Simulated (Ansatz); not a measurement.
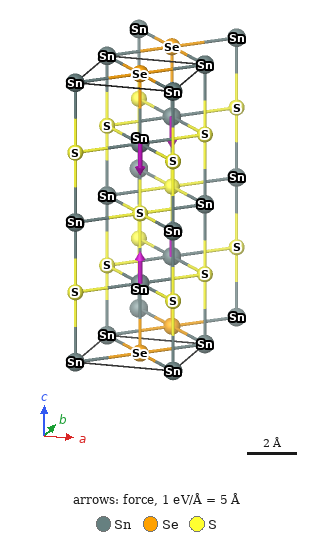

Starting geometry of solid Sn4SeS3 (a generated structure, set up in P4/mmm) with the computed forces as purple arrows. The picture is a ball-and-stick view of the cell of the calculation, repeated 1 × 2 × 1 with one cell outlined, seen slightly off an axis.

Level of theory: DFT PBE, scalar-relativistic, plane waves, PAW (Ansatz 0.2.0).

Input
```yaml
crystal:
  lattice:
    - [4.21209041, 0.0, 0.0]
    - [0.0, 4.21209041, 0.0]
    - [0.0, 0.0, 11.91359077]
  atoms:
    - { symbol: Sn, position: [0.0, 0.0, 0.0] }
    - { symbol: Sn, position: [0.5, 0.5, 0.25] }
    - { symbol: Sn, position: [0.0, 0.0, 0.5] }
    - { symbol: Sn, position: [0.5, 0.5, 0.75] }
    - { symbol: Se, position: [0.5, 0.5, 0.0] }
    - { symbol: S, position: [0.0, 0.0, 0.25] }
    - { symbol: S, position: [0.5, 0.5, 0.5] }
    - { symbol: S, position: [0.0, 0.0, 0.75] }
basis:
  ecutwfc: 420
kpoints:
  mp_grid: { grid: [8, 8, 4] }
hamiltonian:
  xc: pbe
scf:
  occupations: { method: gaussian, width: 0.02 }
output:
  forces: true
  stress: true
  eigenvalues: true
  write_density: true
  write_potential: true
  elf: true
  volumetric_format: npy
relax:
  adjacent_minimum: "off"
  f_tol: 0.01
  max_steps: 80
  cell: { stress_tol: 0.05 }
```

Run as
```bash
ansatz run input.yaml --threads 1 --pin off --max-ram 2560MiB --backend cpu --events-out ev --progress --plain --runs-dir out
```

### Is this structure relaxed? If not, where do the atoms go?

It isn't relaxed: the largest force vector, on Sn atoms, is 0.27 eV/Å. The atoms end up moving mostly along the starting forces (cosine between the two patterns 0.93). After 3 accepted moves (4 points after the start) the energy has fallen by 5.0 meV per atom. The largest force component goes from 0.27 to 0.0065 eV/Å. Pressure: −1.28 GPa at the start and 0.00 GPa at the end. The SCF was repeated once at an unchanged geometry on a basis and grid sized afresh for the cell, which shifted the energy by 0.1 meV per atom at most. The largest moves relative to the cell, 0.062 Å, are those of Sn2 and Sn4. Sn2 goes along +c. Largest moves by element: Sn 0.062 Å, S 0.022 Å. Se stays in place. The drawn cell changes as follows: a = b 4.212 → 4.176 Å (−0.9 %), c 11.914 → 11.807 Å (−0.9 %); the volume changes by −2.6 %. Some distances before and after: Sn2–S7 2.978 → 2.890 Å, Sn3–S6 2.978 → 2.930 Å, Sn2–Se5 2.978 → 3.014 Å, Sn1–Se5 2.978 → 2.953 Å. The space group stays P4/mmm (No. 123).
